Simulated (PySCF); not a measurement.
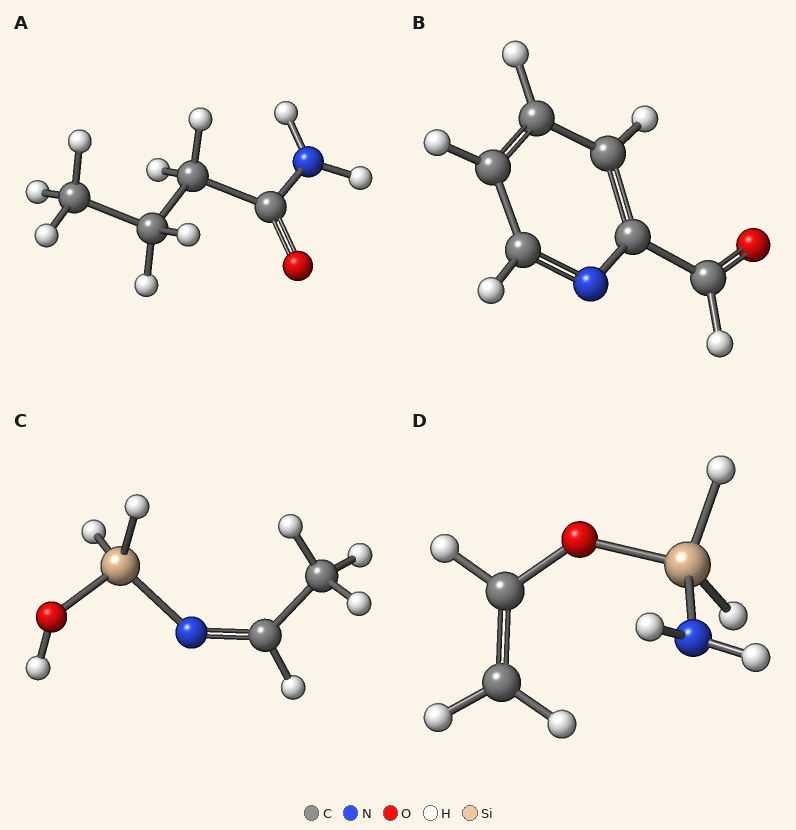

The picture comes from a calculation with PySCF.

Which panel belongs to which SMILES?
(1) CCCC(N)=O
(2) C/C=N\[SiH2]O
(3) O=Cc1ccccn1
(4) C=CO[SiH2]N

A is (1), B is (3), C is (2), D is (4).
